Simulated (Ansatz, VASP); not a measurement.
## PbO in two plane-wave programs

One calculation is typed for both programs; each brings its own data sets. How far apart do they land? The cell is taken from a series of VASP runs on this material, whose earlier steps may have relaxed, scaled or displaced it; both programs get it as it stands. Other levels of theory on this material are compared in a session of their own. Valence electrons are named where the data sets of a main pair hold unlike numbers.

Main program and level: Ansatz 0.2.0; plane waves, with VASP 6.6.1 beside it; band structure at LDA, spin-orbit coupling.

## 1. The structure

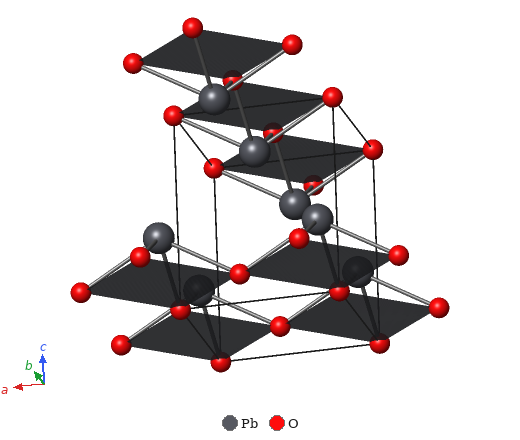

The cell as given, from a free direction (lead dark grey, oxygen red). 1×2×1 cells are drawn. Some periodic images of atoms are drawn too.

## 2. Ansatz: band structure, LDA, spin-orbit coupling

Ansatz runs on its fully relativistic PAW (standard-fr) files.

The same path points are solved in both programs, so levels can be compared one by one.

Contents of input.yaml:

```yaml
crystal:
  lattice:
    - [3.99, 0.0, 0.0]
    - [0.0, 3.99, 0.0]
    - [0.0, 0.0, 5.01]
  atoms:
    - { symbol: Pb, position: [0.0, 0.5, 0.2333557641] }
    - { symbol: Pb, position: [0.5, 0.0, 0.7666442359] }
    - { symbol: O, position: [0.0, 0.0, 0.0] }
    - { symbol: O, position: [0.5, 0.5, 0.0] }
hamiltonian:
  xc: lda
  pseudopotentials: { kind: paw_fr }
magnetization:
  noncollinear: true
  spin_orbit: true
kpoints:
  mp_grid: { grid: [8, 8, 6] }
  band_path:
    path:
      - [0.0, 0.0, 0.0]
      - [0.0, 0.13333, 0.0]
      - [0.0, 0.3, 0.0]
      - [0.0, 0.46667, 0.0]
      - [0.1, 0.5, 0.0]
      - [0.26667, 0.5, 0.0]
      - [0.43333, 0.5, 0.0]
      - [0.5, 0.5, 0.0]
      - [0.43333, 0.43333, 0.0]
      - [0.26667, 0.26667, 0.0]
      - [0.1, 0.1, 0.0]
      - [0.0, 0.0, 0.03333]
      - [0.0, 0.0, 0.2]
      - [0.0, 0.0, 0.36667]
      - [0.0, 0.0, 0.5]
      - [0.0, 0.16667, 0.5]
      - [0.0, 0.3, 0.5]
      - [0.0, 0.46667, 0.5]
      - [0.1, 0.5, 0.5]
      - [0.26667, 0.5, 0.5]
      - [0.43333, 0.5, 0.5]
      - [0.43333, 0.43333, 0.5]
      - [0.26667, 0.26667, 0.5]
      - [0.1, 0.1, 0.5]
      - [0.0, 0.5, 0.03333]
      - [0.0, 0.5, 0.2]
      - [0.0, 0.5, 0.36667]
      - [0.5, 0.5, 0.0]
      - [0.5, 0.5, 0.16667]
      - [0.5, 0.5, 0.33333]
      - [0.5, 0.5, 0.5]
    npoints: 1
scf:
  occupations: { method: gaussian, width: 0.02 }
  n_extra_bands: 16
output:
  forces: true
  stress: true
  eigenvalues: true
```

Launch:

```bash
> ansatz run input.yaml --threads 2 --pin off --max-ram 4608MiB --backend cpu --events-out ev --progress --plain --runs-dir out
```

Numbers of over 12 decimals in the logs are rounded to 6 here.

The program printed:

```text
scf.n_extra_bands = 16 over 40 filled bands (N_el = 40.0): the run solves 56 bands
Engine: ansatz 0.2.0, aarch64-unknown-linux-gnu
Pseudopotentials: kind: paw_fr
Pseudopotential: Pb, paw_fr, valence charge 14, recommended cutoff 420 eV (normal), Pb.paw.azcp#standard-fr
Pseudopotential: O, paw_fr, valence charge 6, recommended cutoff 420 eV (normal), O.paw.azcp#standard-fr
Functional definition: SPW92
  exchange = slater_x
  correlation = pw_c
non-collinear run that drives no moment, with spin-orbit: no starting moment large enough to seed its density (crystal.atoms[].spin), no starting occupations that ask for one, no magnetisation constraint and no magnetic field, so the semilocal B_xc is pinned to zero
Crystal: 4 atoms, lattice volume = 79.760 Å³
Basis set: ecut = 420 eV, 1569 PW (Γ)
Bands: 56, of which v1, the nominal top of the filled ones, is band 40 counted from 1 (39 counted from 0)
Symmetry: 16 space group operations + 16 with time reversal
Magnetic group: BNS 129.412 (UNI 1072), of the structure as read, at distance tolerance 4.3e-5 Å
k-points: 60 of 384
Projection manifold: j_resolved (fully-relativistic pseudo-atomic orbitals)
Non-local potential: Pb, projectors of the file, l = 0: 2, l = 1: 4, l = 2: 4, l = 3: 4
Non-local potential: O, projectors of the file, l = 0: 2, l = 1: 4, l = 2: 2
PAW form: soft (Blöchl's): semilocal exchange-correlation on the pseudo side does not see the compensation charge
PAW frozen core: Pb, regenerated for the run's functional, and the local potential with it (the file was generated under x = pbe(κ = 0.804, μ = 0.219515), c = pbe(β = 0.066725))
PAW frozen core: O, regenerated for the run's functional, and the local potential with it (the file was generated under x = pbe(κ = 0.804, μ = 0.219515), c = pbe(β = 0.066725))
PAW one-centre angular grid: Pb, 590 points (default); XC on 64 Gauss nodes
PAW one-centre angular grid: O, 110 points (default); XC on 64 Gauss nodes
Initial density: superposition of atomic densities (chi_scale 0.1, normalization cell, long waves kept (reshape's long-wave potential 0.12 eV rms))
Initial wavefunctions: pseudopotential atomic-orbital guess
Functional: x = slater, c = lda
SCF iter   1: F=—  HF=-24388.260040 eV  |F-HF|=—  |Δ(HF+E_count)|=         —  Δρ=3.73e-2  dr2=1.29e0  dr2_m=0.00e0 (ungated)  ethr=3.10e-3  |M|=0.00e0 ∫|m|=0.00e0 μB  |m|>n=0.0e0 m-floor=0.0e0 τ_xc=0.0e0  β_m=0.30  ⟨swp⟩=7.2  Hψ=9252  notcnv=0  defer=206
preconditioner: auto → Resta (q_TF=auto, 2.432 Å⁻¹)  ε∞=3.3  [insulator: Δε(μ)=1.460 eV  Ē_g=17.504 eV  σ=0.020 eV  W_gap=1.00  n_scr=18 (ndim 8)  ℏωp=26.3 eV  f_vac=0.000  D(μ)=0.00/eV (n_scr^D=0)  ε∞_Penn≈3.3]
spin=Noncollinear: Resta preconditioning applied to the charge; magnetization (m_x, m_y, m_z) channels mix plain (no charge-response kernel on spin).
SCF iter   2: F=—  HF=-24388.015396 eV  |F-HF|=—  |Δ(HF+E_count)|=   2.45e-1  Δρ=2.52e-2  dr2=5.12e-1  dr2_m=0.00e0 (ungated)  ethr=3.10e-3  |M|=0.00e0 ∫|m|=0.00e0 μB  |m|>n=0.0e0 m-floor=0.0e0 τ_xc=0.0e0  β_m=0.51  ⟨swp⟩=2.0  Hψ=2130  notcnv=0  defer=632
SCF iter   3: F=—  HF=-24387.885234 eV  |F-HF|=—  |Δ(HF+E_count)|=   1.30e-1  Δρ=8.76e-3  dr2=8.31e-2  dr2_m=0.00e0 (ungated)  ethr=1.28e-3  |M|=0.00e0 ∫|m|=0.00e0 μB  |m|>n=0.0e0 m-floor=0.0e0 τ_xc=0.0e0  β_m=0.50  ⟨swp⟩=2.2  Hψ=2620  notcnv=0  defer=644
SCF iter   4: F=—  HF=-24387.873318 eV  |F-HF|=—  |Δ(HF+E_count)|=   1.19e-2  Δρ=3.67e-3  dr2=8.48e-3  dr2_m=0.00e0 (ungated)  ethr=2.08e-4  |M|=0.00e0 ∫|m|=0.00e0 μB  |m|>n=0.0e0 m-floor=0.0e0 τ_xc=0.0e0  β_m=0.72  ⟨swp⟩=3.0  Hψ=2028  notcnv=0  defer=644
SCF iter   5: F=—  HF=-24387.873241 eV  |F-HF|=—  |Δ(HF+E_count)|=   7.69e-5  Δρ=6.28e-4  dr2=3.23e-4  dr2_m=0.00e0 (ungated)  ethr=2.12e-5  |M|=0.00e0 ∫|m|=0.00e0 μB  |m|>n=0.0e0 m-floor=0.0e0 τ_xc=0.0e0  β_m=0.86  ⟨swp⟩=3.0  Hψ=2804  notcnv=0  defer=648
SCF iter   6: F=—  HF=-24387.873331 eV  |F-HF|=—  |Δ(HF+E_count)|=   8.92e-5  Δρ=2.15e-4  dr2=3.76e-5  dr2_m=0.00e0 (ungated)  ethr=8.08e-7  |M|=0.00e0 ∫|m|=0.00e0 μB  |m|>n=0.0e0 m-floor=0.0e0 τ_xc=0.0e0  β_m=0.93  ⟨swp⟩=2.0  Hψ=1836  notcnv=0  defer=648
SCF iter   7: F=—  HF=-24387.873332 eV  |F-HF|=—  |Δ(HF+E_count)|=   1.43e-6  Δρ=2.41e-5  dr2=5.94e-7  dr2_m=0.00e0 (ungated)  ethr=9.39e-8  |M|=0.00e0 ∫|m|=0.00e0 μB  |m|>n=0.0e0 m-floor=0.0e0 τ_xc=0.0e0  β_m=0.96  ⟨swp⟩=2.2  Hψ=1953  notcnv=0  defer=648
SCF iter   8: F=-24387.873332 eV  HF=-24387.873332 eV  |F-HF|=5.64e-9  |Δ(HF+E_count)|=   2.32e-7  Δρ=7.50e-6  dr2=4.96e-8  dr2_m=0.00e0 (ungated)  ethr=2.50e-10  |M|=0.00e0 ∫|m|=0.00e0 μB  |m|>n=0.0e0 m-floor=0.0e0 τ_xc=0.0e0  ⟨swp⟩=13.3  Hψ=10571  notcnv=0
SCF 1 converged in 8 iterations: F = -24387.873332 eV  dr2 = 4.96e-8
  greatest PAW one-centre occupation: 0.983 electrons in one spin orbital (limit 2), on the Pb atom at site 1 (counted from 0), in its partial waves of l = 2
NSCF: frozen V_eff on 31 k-points
SCF converged after 8 iterations
Magnetization: |M| = 0.0000 μB,  M = (+0.0000, +0.0000, +0.0000) μB
Absolute magnetization: 0.0000 μB (∫|m|)
  site 0: m = (+0.0000, +0.0000, +0.0000) μB, |m| = 0.0000 μB  (R = 0.95 Å)
  site 1: m = (+0.0000, +0.0000, +0.0000) μB, |m| = 0.0000 μB  (R = 0.95 Å)
  site 2: m = (+0.0000, +0.0000, +0.0000) μB, |m| = 0.0000 μB  (R = 0.95 Å)
  site 3: m = (+0.0000, +0.0000, +0.0000) μB, |m| = 0.0000 μB  (R = 0.95 Å)
Free energy (F): -24387.873332 eV
Harris-Foulkes:  -24387.873332 eV  (|F-HF|=5.64e-9)
Internal energy: -24387.873332 eV  (E = F + TS)
E sigma→0 (E₀):  -24387.873332 eV
Fermi energy:    8.620627 eV
--- Per-component energies (eV) ---
  E_band       = -118.761157
  E_kinetic    = 927.534142
  E_local      = -3148.022249  (includes V_loc(G=0)·N_el)
  E_nonlocal   = 811.427588
  E_hartree    = 1246.475819
  E_xc         = -582.398267
  E_vxc        = -452.649318  (∫ρ·V_xc dr)
  E_paw        = -20576.347741  (= ΣΔE_a)
  E_vpaw       = -750.014024  (= ΣTr[D̂ρ^β])
  E_aug_tail   = 0.004899  (compensation charges beyond the density's cutoff)
  E_ewald      = -3066.649197
  E_core_change = 0.101675  (= ΣΔE_core)
  E_smearing   = -0.000000  (= −TS)
  E_closure    = 0.000000  (closes the sum)
  Σ components = -24387.873332   (vs F -24387.873332, Δ=0.00e0)
--- Forces (eV/Å), atoms counted from 1 ---
  atom   1  Pb     0.00000000     0.00000000    -0.04545267
  atom   2  Pb     0.00000000     0.00000000     0.04545267
  atom   3  O      0.00000000     0.00000000    -0.00000000
  atom   4  O      0.00000000     0.00000000     0.00000000
  max |Σ_I F_I| component: 0.00e0 eV/Å
--- Stress (GPa, compression-positive) ---
       -2.628355       0.000000       0.000000
        0.000000      -2.628355       0.000000
        0.000000       0.000000      -1.113517
  P = ⅓ Tr σ = -2.1234 GPa (-21.234 kbar)
--- Band table (eV; the first three rows and the last of 60) ---
  k-point 0: bands = [... 36 lower, 6.3176, 6.3176, 7.9867, 7.9867, 10.1381, 10.1381, 12.2411, 12.2411, ... 12 higher]
  k-point 1: bands = [... 36 lower, 6.3139, 6.3139, 7.8554, 7.8554, 9.8890, 9.8890, 12.0751, 12.0751, ... 12 higher]
  k-point 2: bands = [... 36 lower, 6.3049, 6.3049, 7.4310, 7.4310, 9.6241, 9.6241, 11.6924, 11.6924, ... 12 higher]
  k-point 59: bands = [... 36 lower, 6.8791, 6.8791, 6.8791, 6.8791, 11.3413, 11.3413, 11.3413, 11.3413, ... 12 higher]
```

Run time: 75 s. Hardware: 2 threads of Arm Neoverse N1, shared host; peak memory 0.71 GiB; 2.5 min of CPU time.

In the SCF lines HF is the Harris–Foulkes energy and dr2 the Hartree energy of the density residual, in eV; the loop may stop once dr2 is under the threshold and the program's other checks hold. Hψ counts applications of the Hamiltonian.

(Continued in part 2 of 2.)

[Lines on the potential files, build, host, timing and source positions are cut from VASP's logs without a mark.]

[Logs are printed without paths, hosts, clocks, repeated set-up lines and the standing remarks that a program may print on its own settings, such as how far it seeks lower states.]

[Hosts, paths, dates, database ids (printed as entryN), source tags and the programs' standing remarks are cut or masked in the printed files.]
